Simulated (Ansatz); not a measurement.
**Ligand exchange: GeH2(CH3)F + SiH3I → GeH2(CH3)I + SiH3F**

Gas-phase species: GeH2(CH3)F, singlet; SiH3I `[SiH3]I`, singlet; GeH2(CH3)I, singlet; SiH3F `F[SiH3]`, singlet. The partners trade F for I: Ge–F and Si–I bonds give way to Ge–I and Si–F.

Shapes, held fixed at every level: PBE0-D4/def2-TZVP. Programs: Ansatz 0.2.0. The zero-point and thermal change to 298 K, harmonic and unscaled (PBE0-D4/def2-TZVP), is +1.9 kJ/mol.

```
                level                   kind  ΔH(298 K) (kJ/mol)  less CCSD(T)/def2-TZVPP
     SPW92/def2-TZVPP                    LDA               -63.6                     +6.7
  B3LYP-D4/def2-TZVPP          global hybrid               -70.1                     +0.2
r2SCAN0-D4/def2-TZVPP          global hybrid               -68.9                     +1.4
    B2PLYP/def2-TZVPP          double hybrid               -70.0                     +0.3
       MP2/def2-TZVPP    perturbation theory               -73.4                     -3.1
     CCSD(T)/def2-SVP  coupled cluster or CI               -58.2                    +12.1
      CCSD/def2-TZVPP  coupled cluster or CI               -71.2                     -0.9
   CCSD(T)/def2-TZVPP  coupled cluster or CI               -70.3                      0.0
```

The highest level, CCSD(T)/def2-TZVPP, gives ΔH(298 K) = -70.3 kJ/mol; the levels span -73.4 to -58.2. The column of differences is taken from that level and isn't an error. No measured value is set beside it here. For atoms past krypton def2 sets carry core potentials with scalar relativity. Relativity is left out for Ge. Outer-core shells of Ge, I are correlated, in sets that cover them unevenly.

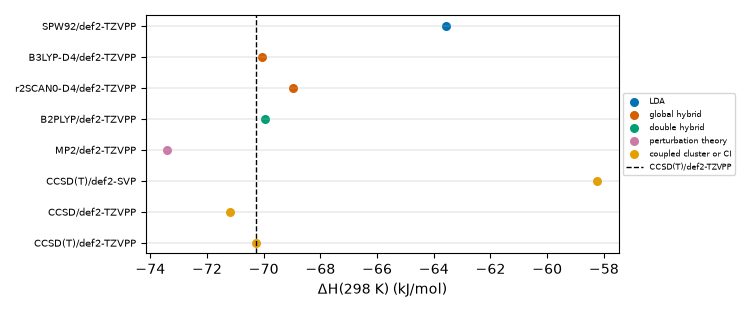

The values of the table, level by level.
